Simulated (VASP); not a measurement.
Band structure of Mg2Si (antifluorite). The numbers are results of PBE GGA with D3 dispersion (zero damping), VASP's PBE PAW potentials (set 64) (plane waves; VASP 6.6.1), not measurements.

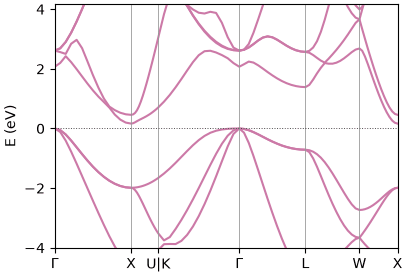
Fig. 1. Bands along high-symmetry lines, zero at the valence-band maximum or, without a gap, the Fermi level

Read the plot: is there a gap, and where are the band edges?

The gap is indirect, 0.16 eV, from the valence maximum at Γ to the conduction minimum at X. (Edges off the drawn lines would not show.)

Measured: gap 0.77 eV (computed value off by -0.61 eV), as given by Byungki Ryu et al., Journal of the Korean Physical Society (2019), arXiv:1905.06140.

The compound is Mg2Si in the antifluorite structure. It was relaxed first.
